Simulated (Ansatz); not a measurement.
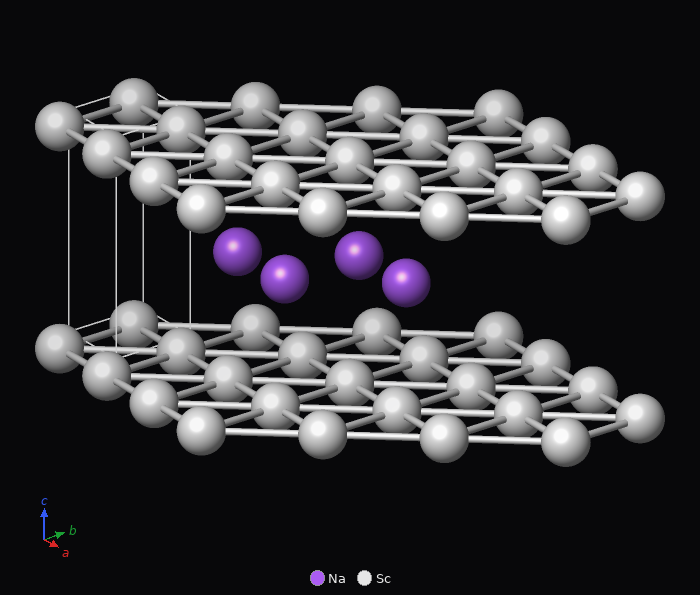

NaSc (space group P-6m2, No. 187): the geometry relaxed with DFT PBE, scalar-relativistic, plane waves, PAW (Ansatz); the starting structure was generated, so it need not be a known form of this composition.

Bonds are taken as Sc–Sc below 3.7 Å; Na is left out of the net, as the electropositive filling of the structure. The graph is simplified in the usual way: terminal and isolated atoms are pruned, two-connected atoms become edges.

### What kind of net remains, and which atoms are its nodes?

A uninodal 6-connected, two-periodic (layers) net: Sc is a 6-connected node.

### Does the net have a name?

It is the hxl net, known from the triangular lattice.

### How do the layers lie?

The layers lie parallel to (001).

### Give the first six terms of the coordination sequence (nodes one, two, three … edges away).

Sc: 6, 12, 18, 24, 30, 36.

The simplified net, drawn on the atoms' positions. Nodes are coloured by element. One layer is drawn. Short stubs are edges that leave the cut-out.

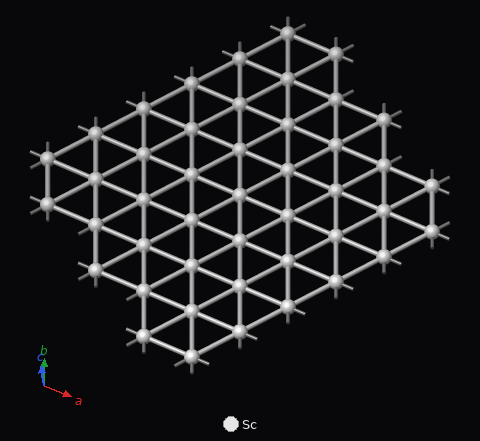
